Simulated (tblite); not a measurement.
# Geometry relaxation of C$_{5}$H$_{9}$AlCl$_{3}$N (part 2 of 3)

Continued. System: C$_{5}$H$_{9}$AlCl$_{3}$N. Method: GFN2-xTB geometry optimisation, gas phase (tblite 0.8.0). It belongs to a series of runs on one base structure; here: H on C replaced by CHCl2.

Geometry of the input (Å):
```
C  -2.2099  -1.3849  -0.3509
C  -1.8142  -0.2541  0.5989
C  -0.3897  0.0905  0.3268
N  0.7031  0.3973  0.0855
Al 2.4784  0.8367  -0.2833
C  3.7229  -0.3546  0.6613
Cl 5.3666  0.3064  0.4775
C  -2.6233  0.9384  0.2103
Cl -2.2776  1.3803  -1.4969
Cl -4.3903  0.5678  0.2321
H  -1.8889  -1.0680  -1.3625
H  -1.6489  -2.2938  -0.0446
H  -3.3104  -1.5920  -0.2919
H  -1.9005  -0.5603  1.6563
H  2.8058  0.7088  -1.8602
H  2.6753  2.3761  0.0813
H  3.6955  -1.3307  0.1259
H  3.4564  -0.5579  1.7086
H  -2.4603  1.8031  0.8582
```

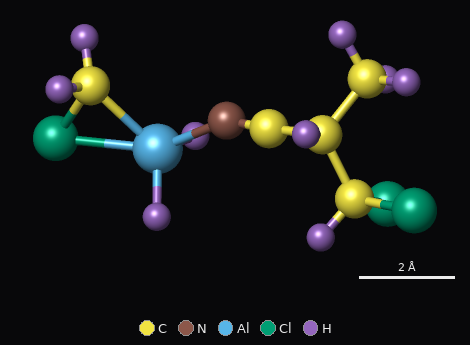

The geometry at step 112 of the log (ball-and-stick view, seen at a tilt).

Trajectory as extended XYZ, continued:
```
19
Properties=species:S:1:pos:R:3:forces:R:3 step=56 energy=-895.82482
C    -2.0925   -1.4292   -0.3872   -0.0110  -0.0200  -0.0130
C    -1.7327   -0.2146    0.4767    0.0080  -0.0160  -0.0090
C    -0.3450    0.0995    0.2674    0.0290   0.0160   0.0150
N     0.7601    0.3191    0.0605    0.0010   0.0100  -0.0120
Al    2.6293    0.9198   -0.3156    0.0000  -0.0100  -0.0110
C     3.5021   -0.5697    0.7605    0.0130   0.0070   0.0030
Cl    4.8374    0.4989    0.1159   -0.0080  -0.0120   0.0120
C    -2.5811    1.0251    0.1545    0.0020   0.0070  -0.0230
Cl   -2.3589    1.5086   -1.5484   -0.0180   0.0020   0.0280
Cl   -4.2934    0.6827    0.4786    0.0000   0.0120  -0.0090
H    -1.9376   -1.2074   -1.4392   -0.0070   0.0210  -0.0080
H    -1.4683   -2.2760   -0.1159   -0.0130  -0.0130   0.0150
H    -3.1357   -1.6862   -0.2294   -0.0130  -0.0160   0.0060
H    -1.8821   -0.4591    1.5359    0.0150   0.0020   0.0000
H     2.5818    0.7589   -1.8622   -0.0190   0.0110   0.0100
H     2.4310    2.3114    0.3603   -0.0030   0.0010  -0.0030
H     3.7360   -1.5742    0.3995    0.0070   0.0090   0.0100
H     3.6355   -0.5760    1.8451    0.0160  -0.0110  -0.0010
H    -2.2956    1.8779    0.7753    0.0000  -0.0010  -0.0110
19
Properties=species:S:1:pos:R:3:forces:R:3 step=65 energy=-895.82598
C    -2.1050   -1.4334   -0.3910   -0.0100  -0.0110  -0.0030
C    -1.7314   -0.2189    0.4677   -0.0040  -0.0110  -0.0090
C    -0.3433    0.0968    0.2597    0.0100   0.0060  -0.0060
N     0.7612    0.3268    0.0605   -0.0020  -0.0120  -0.0040
Al    2.6334    0.9194   -0.3084    0.0030  -0.0080  -0.0010
C     3.5145   -0.5682    0.7673    0.0120   0.0060  -0.0010
Cl    4.8450    0.4921    0.0996   -0.0080   0.0000   0.0060
C    -2.5785    1.0235    0.1479   -0.0010   0.0080  -0.0090
Cl   -2.3775    1.5034   -1.5574    0.0050  -0.0080   0.0090
Cl   -4.2889    0.6918    0.4896   -0.0110  -0.0020   0.0050
H    -1.9669   -1.2088   -1.4451    0.0060  -0.0010   0.0030
H    -1.4821   -2.2836   -0.1270    0.0080   0.0060  -0.0030
H    -3.1461   -1.6906   -0.2178   -0.0120   0.0070   0.0040
H    -1.8754   -0.4612    1.5285    0.0030   0.0070  -0.0030
H     2.5701    0.7778   -1.8564   -0.0080  -0.0010   0.0110
H     2.4377    2.3034    0.3828    0.0020   0.0070   0.0000
H     3.7483   -1.5772    0.4195   -0.0030   0.0030  -0.0060
H     3.6585   -0.5616    1.8507    0.0030   0.0000   0.0020
H    -2.2834    1.8778    0.7616    0.0070   0.0040   0.0040
19
Properties=species:S:1:pos:R:3:forces:R:3 step=75 energy=-895.82635
C    -2.1118   -1.4346   -0.3929   -0.0020  -0.0030   0.0020
C    -1.7318   -0.2194    0.4621    0.0000  -0.0070  -0.0010
C    -0.3433    0.0932    0.2500    0.0000  -0.0040   0.0070
N     0.7634    0.3162    0.0557   -0.0010  -0.0020  -0.0010
Al    2.6340    0.9198   -0.3012   -0.0010  -0.0030  -0.0050
C     3.5209   -0.5653    0.7722    0.0110   0.0060   0.0010
Cl    4.8476    0.4959    0.0980   -0.0070   0.0000  -0.0010
C    -2.5782    1.0240    0.1454    0.0120   0.0010   0.0020
Cl   -2.3809    1.4997   -1.5602   -0.0040   0.0040  -0.0100
Cl   -4.2882    0.6971    0.4964   -0.0020  -0.0010  -0.0010
H    -1.9775   -1.2119   -1.4479   -0.0020  -0.0010   0.0050
H    -1.4875   -2.2842   -0.1303    0.0000  -0.0010  -0.0020
H    -3.1526   -1.6892   -0.2132   -0.0020   0.0030  -0.0020
H    -1.8698   -0.4592    1.5242   -0.0030  -0.0010  -0.0020
H     2.5569    0.7797   -1.8481    0.0040  -0.0030   0.0000
H     2.4418    2.3044    0.3898   -0.0040   0.0020   0.0040
H     3.7513   -1.5740    0.4209    0.0010   0.0040  -0.0050
H     3.6728   -0.5603    1.8544    0.0000  -0.0040   0.0050
H    -2.2770    1.8774    0.7571    0.0000   0.0100   0.0050
19
Properties=species:S:1:pos:R:3:forces:R:3 step=84 energy=-895.82655
C    -2.1171   -1.4354   -0.3932    0.0010   0.0030   0.0000
C    -1.7321   -0.2205    0.4603    0.0000  -0.0040   0.0000
C    -0.3422    0.0859    0.2488   -0.0060   0.0050  -0.0010
N     0.7648    0.3051    0.0523   -0.0010  -0.0020   0.0040
Al    2.6329    0.9198   -0.2970    0.0010  -0.0020  -0.0070
C     3.5261   -0.5603    0.7765    0.0140   0.0010  -0.0040
Cl    4.8485    0.5033    0.0972   -0.0080   0.0010   0.0060
C    -2.5748    1.0260    0.1434    0.0080  -0.0090   0.0070
Cl   -2.3846    1.4992   -1.5632    0.0070   0.0020  -0.0150
Cl   -4.2843    0.7015    0.4991   -0.0120   0.0030   0.0060
H    -1.9844   -1.2136   -1.4486   -0.0030   0.0030   0.0000
H    -1.4936   -2.2863   -0.1327   -0.0060   0.0000   0.0030
H    -3.1583   -1.6868   -0.2111    0.0030   0.0000  -0.0020
H    -1.8719   -0.4595    1.5224   -0.0010   0.0030  -0.0010
H     2.5551    0.7763   -1.8443    0.0050   0.0030   0.0040
H     2.4379    2.3032    0.3957   -0.0090   0.0000  -0.0020
H     3.7540   -1.5663    0.4163    0.0000  -0.0060   0.0000
H     3.6852   -0.5628    1.8576    0.0030   0.0010  -0.0010
H    -2.2711    1.8805    0.7529    0.0040  -0.0020   0.0030
19
Properties=species:S:1:pos:R:3:forces:R:3 step=93 energy=-895.82701
C    -2.1324   -1.4369   -0.3943   -0.0040   0.0090  -0.0010
C    -1.7361   -0.2243    0.4568    0.0050  -0.0020   0.0070
C    -0.3435    0.0707    0.2470   -0.0050  -0.0090  -0.0090
N     0.7663    0.2764    0.0523    0.0060  -0.0020   0.0020
Al    2.6289    0.9158   -0.2871    0.0030   0.0050  -0.0100
C     3.5451   -0.5518    0.7829    0.0060   0.0020  -0.0050
Cl    4.8511    0.5317    0.1018   -0.0100  -0.0090   0.0030
C    -2.5679    1.0288    0.1376    0.0130  -0.0100   0.0210
Cl   -2.3827    1.4923   -1.5718    0.0020   0.0040  -0.0080
Cl   -4.2778    0.7232    0.5083   -0.0140   0.0040  -0.0040
H    -2.0025   -1.2136   -1.4496    0.0070  -0.0130  -0.0050
H    -1.5158   -2.2935   -0.1353   -0.0050   0.0100  -0.0040
H    -3.1752   -1.6793   -0.2099   -0.0020  -0.0030   0.0040
H    -1.8784   -0.4581    1.5196   -0.0020  -0.0060   0.0040
H     2.5633    0.7716   -1.8358   -0.0050   0.0030   0.0100
H     2.4057    2.2969    0.4023   -0.0050  -0.0010  -0.0010
H     3.7710   -1.5516    0.4032    0.0210   0.0030   0.0050
H     3.7214   -0.5697    1.8610   -0.0100  -0.0010  -0.0040
H    -2.2502    1.8805    0.7435   -0.0010   0.0160  -0.0050
19
Properties=species:S:1:pos:R:3:forces:R:3 step=103 energy=-895.82892
C    -2.1856   -1.4381   -0.3994   -0.0200   0.0080   0.0310
C    -1.7499   -0.2359    0.4495    0.0260  -0.0060   0.0010
C    -0.3466    0.0059    0.2425    0.0040   0.0110  -0.0270
N     0.7721    0.1600    0.0511    0.0080  -0.0080   0.0140
Al    2.6098    0.8954   -0.2562   -0.0090  -0.0160  -0.0530
C     3.6146   -0.5350    0.7849   -0.0370   0.0070  -0.0210
Cl    4.8507    0.6403    0.1235   -0.0070   0.0060   0.0360
C    -2.5389    1.0457    0.1281    0.0620  -0.0360  -0.0060
Cl   -2.3644    1.4721   -1.5909    0.0060   0.0190  -0.0470
Cl   -4.2539    0.8125    0.5261    0.0080   0.0050   0.0150
H    -2.0558   -1.2268   -1.4581    0.0080  -0.0010   0.0440
H    -1.5973   -2.3139   -0.1377    0.0080   0.0230  -0.0120
H    -3.2331   -1.6477   -0.2044   -0.0320  -0.0010  -0.0180
H    -1.8956   -0.4658    1.5134   -0.0260   0.0090  -0.0140
H     2.5679    0.7680   -1.8072   -0.0140   0.0020   0.0030
H     2.2796    2.2597    0.4286    0.0160  -0.0170   0.0250
H     3.8934   -1.5078    0.3698    0.0120   0.0180   0.0290
H     3.7961   -0.5772    1.8618    0.0180   0.0040  -0.0280
H    -2.1728    1.8976    0.7072   -0.0320  -0.0270   0.0260
19
Properties=species:S:1:pos:R:3:forces:R:3 step=112 energy=-895.83791
C    -2.2969   -1.4386   -0.3961   -0.0110   0.0210  -0.0050
C    -1.7627   -0.2597    0.4283   -0.0100   0.0010  -0.0120
C    -0.3434   -0.1369    0.2232    0.2660  -0.0370  -0.0440
N     0.7898   -0.1041    0.0408   -0.3080   0.0120   0.0730
Al    2.5529    0.8259   -0.2187    0.0130  -0.0170   0.0160
C     3.7442   -0.4998    0.7586    0.0470   0.0020  -0.0240
Cl    4.8039    0.8919    0.1998   -0.0730  -0.0460   0.0080
C    -2.4520    1.0738    0.0920    0.0140   0.0140   0.0010
Cl   -2.3135    1.4611   -1.6417    0.0340  -0.0280   0.0490
Cl   -4.1672    0.9871    0.5566    0.0230  -0.0020  -0.0120
H    -2.1582   -1.2503   -1.4567   -0.0060   0.0030  -0.0140
H    -1.7694   -2.3523   -0.1328   -0.0300   0.0280   0.0220
H    -3.3576   -1.5632   -0.1930    0.0260  -0.0110  -0.0100
H    -1.9408   -0.4548    1.4945    0.0590   0.0010  -0.0080
H     2.5115    0.7670   -1.7690   -0.0010   0.0200  -0.0360
H     2.0550    2.1146    0.5301    0.0260  -0.0510  -0.0030
H     4.1999   -1.3991    0.3289   -0.0530   0.0960   0.0080
H     3.8984   -0.5548    1.8390    0.0000   0.0050   0.0140
H    -2.0038    1.9015    0.6487   -0.0160  -0.0120  -0.0230
19
Properties=species:S:1:pos:R:3:forces:R:3 step=121 energy=-895.84354
C    -2.3515   -1.4320   -0.3955    0.0000  -0.0020   0.0030
C    -1.7657   -0.2718    0.4195    0.0130  -0.0220  -0.0020
C    -0.3437   -0.2111    0.2103    0.0360   0.0060  -0.0120
N     0.7901   -0.2155    0.0429   -0.0410  -0.0120   0.0050
Al    2.5178    0.7793   -0.2029    0.0070   0.0320   0.0240
C     3.7971   -0.4690    0.7543   -0.0070   0.0050  -0.0060
Cl    4.7450    1.0123    0.2404   -0.0020  -0.0050  -0.0060
C    -2.4042    1.0849    0.0805    0.0390   0.0000  -0.0240
Cl   -2.2589    1.4464   -1.6585    0.0170  -0.0100   0.0420
Cl   -4.1157    1.0628    0.5584   -0.0010   0.0130  -0.0140
H    -2.2034   -1.2600   -1.4583    0.0010  -0.0040   0.0090
H    -1.8625   -2.3619   -0.1179   -0.0160  -0.0070  -0.0050
H    -3.4163   -1.5160   -0.1960    0.0090   0.0180   0.0080
H    -1.9306   -0.4544    1.4898   -0.0140  -0.0080   0.0000
H     2.4864    0.7580   -1.7553   -0.0110   0.0070  -0.0230
H     1.9529    2.0176    0.5776   -0.0040   0.0040   0.0010
H     4.3167   -1.3098    0.2881   -0.0180  -0.0090   0.0050
H     3.9574   -0.5522    1.8321   -0.0010   0.0060  -0.0010
H    -1.9209    1.9017    0.6228   -0.0070  -0.0130  -0.0020
19
Properties=species:S:1:pos:R:3:forces:R:3 step=130 energy=-895.84864
C    -2.3884   -1.4336   -0.3887   -0.0300   0.0190   0.0160
C    -1.7503   -0.3015    0.4232   -0.0080   0.0080   0.0260
C    -0.3287   -0.2891    0.2094    0.0040   0.0560   0.0100
N     0.8037   -0.3109    0.0363   -0.0120  -0.0190  -0.0170
Al    2.4797    0.7767   -0.2004   -0.0410   0.0470   0.0410
C     3.8010   -0.4356    0.7421    0.0060  -0.0020   0.0060
Cl    4.6901    1.0924    0.2637    0.0110  -0.0010  -0.0380
C    -2.3358    1.0801    0.0779    0.0360  -0.0190   0.0060
Cl   -2.1215    1.4311   -1.6539    0.0130   0.0270   0.0130
Cl   -4.0635    1.1321    0.5024    0.0530  -0.0350  -0.0150
H    -2.2191   -1.2814   -1.4512   -0.0150  -0.0140   0.0120
H    -1.9698   -2.3926   -0.0954    0.0020   0.0170  -0.0040
H    -3.4555   -1.4331   -0.1898   -0.0520  -0.0600  -0.0560
H    -1.9244   -0.4811    1.4916   -0.0030   0.0170   0.0290
H     2.4278    0.7822   -1.7570    0.0090   0.0130   0.0320
H     1.8703    1.9806    0.6093    0.0050  -0.0160  -0.0340
H     4.3489   -1.2458    0.2558    0.0070  -0.0190  -0.0150
H     3.9708   -0.5395    1.8161   -0.0180   0.0080   0.0140
H    -1.8451    1.8785    0.6409    0.0310  -0.0270  -0.0270
19
Properties=species:S:1:pos:R:3:forces:R:3 step=140 energy=-895.86339
C    -2.4986   -1.4214   -0.3669    0.0290   0.0020   0.0100
C    -1.7079   -0.3833    0.4384    0.0290   0.0260  -0.0190
C    -0.2962   -0.5228    0.1978    0.0300  -0.0070  -0.0340
N     0.8225   -0.6197   -0.0371   -0.0750   0.0060   0.0460
Al    2.3092    0.7552   -0.1475   -0.0330   0.0040   0.0230
C     3.7899   -0.3333    0.7087   -0.0140   0.0040   0.0190
Cl    4.4916    1.2862    0.2189    0.0080  -0.0160   0.0020
C    -2.0889    1.0611    0.0627    0.0250  -0.0280   0.0250
Cl   -1.7023    1.3732   -1.6475   -0.0010   0.0160  -0.0020
Cl   -3.8167    1.3226    0.3639    0.0070   0.0420   0.0110
H    -2.2805   -1.3178   -1.4262    0.0050  -0.0090  -0.0100
H    -2.2371   -2.4257   -0.0471    0.0140  -0.0140   0.0030
H    -3.5624   -1.2636   -0.2123    0.0150  -0.0100   0.0270
H    -1.8876   -0.5154    1.5139   -0.0360  -0.0180  -0.0500
H     2.1928    0.9036   -1.6921   -0.0070  -0.0070   0.0050
H     1.5922    1.8272    0.7614    0.0120  -0.0200  -0.0240
H     4.4080   -1.0807    0.2064   -0.0060   0.0060  -0.0400
H     3.9944   -0.4246    1.7780   -0.0010   0.0250   0.0120
H    -1.5321    1.7885    0.6589   -0.0010  -0.0030  -0.0040
19
Properties=species:S:1:pos:R:3:forces:R:3 step=149 energy=-895.86958
C    -2.5172   -1.4128   -0.3662   -0.0010   0.0080   0.0080
C    -1.6773   -0.4122    0.4348    0.0250   0.0130  -0.0060
C    -0.2774   -0.6285    0.1922   -0.0310  -0.0100   0.0140
N     0.8303   -0.7755   -0.0674    0.0310  -0.0010   0.0260
Al    2.1920    0.7315   -0.1158   -0.0080   0.0130   0.0330
C     3.7472   -0.2780    0.7078   -0.0030   0.0170  -0.0150
Cl    4.3587    1.3649    0.1770   -0.0090  -0.0110   0.0060
C    -1.9502    1.0563    0.0580    0.0110  -0.0250  -0.0010
Cl   -1.4857    1.3477   -1.6368   -0.0050   0.0060   0.0070
Cl   -3.6583    1.4483    0.3118   -0.0170   0.0010   0.0020
H    -2.2865   -1.3364   -1.4252   -0.0280   0.0080  -0.0040
H    -2.3097   -2.4255   -0.0300    0.0090   0.0080  -0.0150
H    -3.5713   -1.1985   -0.2119    0.0100  -0.0010  -0.0210
H    -1.8804   -0.5331    1.5057    0.0120  -0.0020   0.0060
H     2.0369    0.9479   -1.6478   -0.0040  -0.0350  -0.0160
H     1.4231    1.7300    0.8346    0.0120   0.0020  -0.0120
H     4.3653   -1.0032    0.1713   -0.0070   0.0190   0.0070
H     4.0093   -0.3512    1.7657   -0.0160  -0.0050  -0.0160
H    -1.3585    1.7376    0.6747    0.0190  -0.0040  -0.0010
19
Properties=species:S:1:pos:R:3:forces:R:3 step=158 energy=-895.87397
C    -2.5195   -1.3991   -0.3648   -0.0050   0.0000  -0.0220
C    -1.6548   -0.4292    0.4461    0.0110   0.0310   0.0020
C    -0.2607   -0.6895    0.2166   -0.0490  -0.0400   0.0420
N     0.8448   -0.8750   -0.0296    0.0080   0.0010  -0.0100
Al    2.1085    0.7152   -0.1126    0.0000   0.0350   0.0460
C     3.7065   -0.2375    0.6815   -0.0230  -0.0340   0.0110
Cl    4.2426    1.4459    0.2264   -0.0020   0.0500  -0.0230
C    -1.8634    1.0504    0.0718    0.0150   0.0060  -0.0040
Cl   -1.3069    1.3452   -1.5942    0.0150  -0.0250  -0.0050
Cl   -3.5638    1.5086    0.2493   -0.0070  -0.0160   0.0150
H    -2.2651   -1.3474   -1.4197    0.0090   0.0200  -0.0100
H    -2.3647   -2.4154   -0.0120    0.0040   0.0010  -0.0200
H    -3.5664   -1.1373   -0.2434   -0.0120   0.0070   0.0180
H    -1.8707   -0.5446    1.5154   -0.0070  -0.0020  -0.0050
H     1.9783    0.8745   -1.6495   -0.0130   0.0010  -0.0450
H     1.2943    1.7118    0.8125    0.0300  -0.0290  -0.0500
H     4.3349   -0.9101    0.0919    0.0110   0.0000   0.0280
H     3.9863   -0.3601    1.7288    0.0180  -0.0070   0.0060
H    -1.2702    1.7028    0.7178   -0.0040   0.0010   0.0260
```
